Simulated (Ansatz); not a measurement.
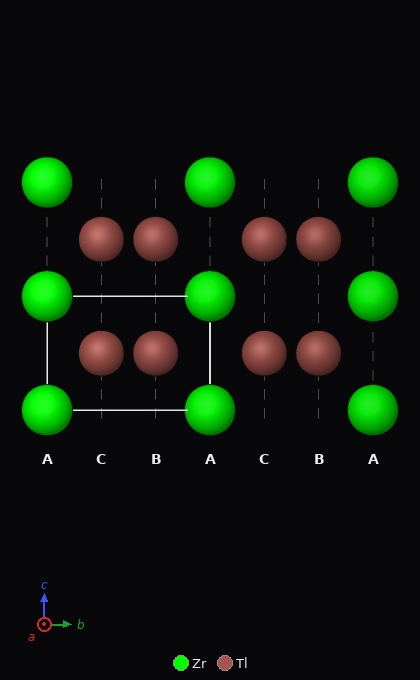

Projection along an edge of the hexagonal mesh, stacking direction c upwards. The dashed lines mark the three columns A (0, 0), B (1/3, 2/3) and C (2/3, 1/3). The sequence starts with the first layer at or above the cell's origin.

ZrTl2. Coordinates: the geometry relaxed at fixed volume with Ansatz 0.2.0, DFT PBEsol, scalar-relativistic, plane waves, PAW; the starting structure was generated, so it need not be a known form of this composition.

### List the layers of one repeat.

Zr(A) – Tl(B)+Tl(C) (two layers in 3.06 Å).
